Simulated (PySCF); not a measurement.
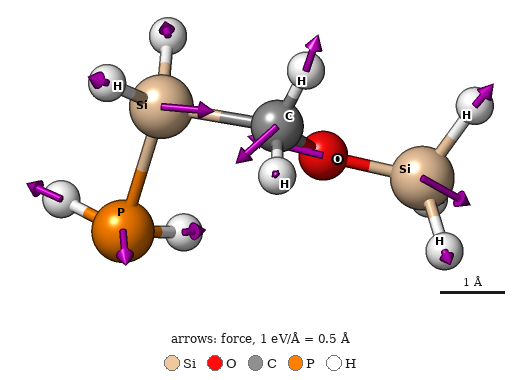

Starting geometry of CH9OPSi2 with the computed forces as purple arrows. Style: ball-and-stick. Shown from a free direction.

The start comes from GFN2-xTB. Its atoms were then displaced at random by about 0.01 Å.

Level of theory: PBE0-D3(BJ)/def2-SVP geometry optimisation, gas phase in PySCF 2.14.0, density-fitted response routines. 

Is this structure relaxed? If not, where do the atoms go?

Answer. It isn't relaxed: the largest force vector, on the O atom, is 2.47 eV/Å. The final displacements have little in common with the starting forces (cosine between the two patterns 0.12). Over 11 geometry steps the energy falls by 8.31 kcal/mol. The atom that moves furthest after the best rigid fit is an H atom (0.38 Å). By element the largest moves are H 0.38 Å, O 0.18 Å, C 0.13 Å, P 0.11 Å, Si 0.08 Å. Some distances before and after: O–Si 1.592 → 1.669 Å, H–P 1.370 → 1.429 Å, C–Si 1.954 → 1.899 Å, P–Si 2.211 → 2.261 Å. Among the angles between lasting bonds that change: O–Si–H 99.2° → 106.4°, Si–O–C 127.5° → 122.6°, C–Si–H 105.8° → 110.1°.
